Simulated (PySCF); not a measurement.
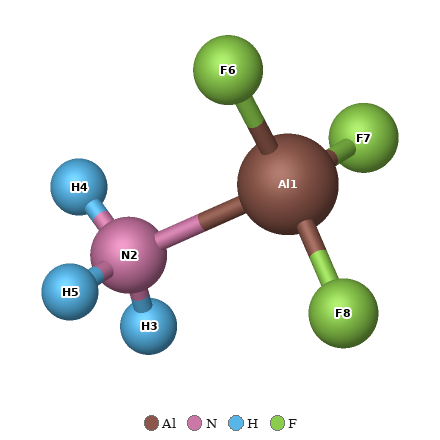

AlNH₃F₃, singlet. Vertical core-electron binding energies by ΔSCF (SCAN, pcX-2 on the ionised atom (unc-x2c-TZVPall on a metal), pcseg-1 elsewhere, spin-free X2C; PySCF, at a PBE0-D3(BJ)/def2-SVP geometry (no frequency check)), gas phase, against the vacuum level. One atom of each kind was ionised; within a panel, areas follow the number of like atoms and 2j + 1 (2p levels are split by first-order spin-orbit coupling, an approximation), each panel is scaled alone, Gaussians of 0.8 eV full width. Only the regions named are shown. Lines closer than the width merge in the curve.

Question: Predict the Al 2p and N 1s photoelectron lines.

Answer:
```csv
level,atoms,binding energy (eV)
Al 2p1/2,Al1,81.7
Al 2p3/2,Al1,81.3
N 1s,N2,408.8
```

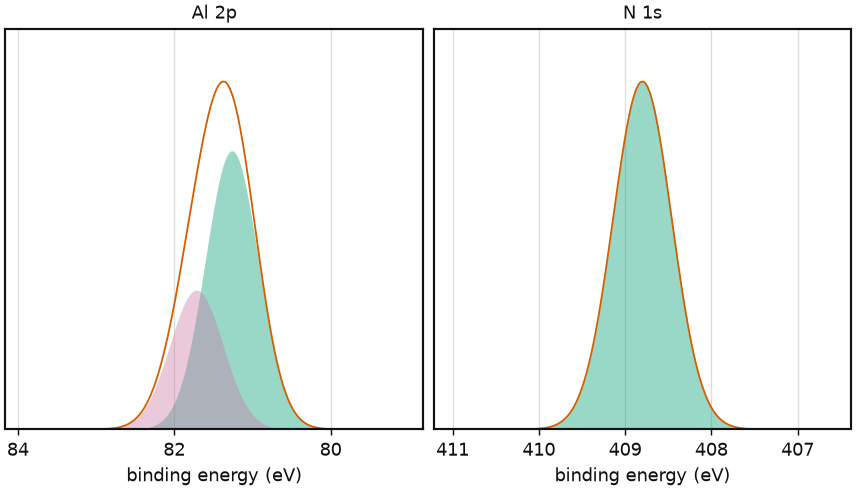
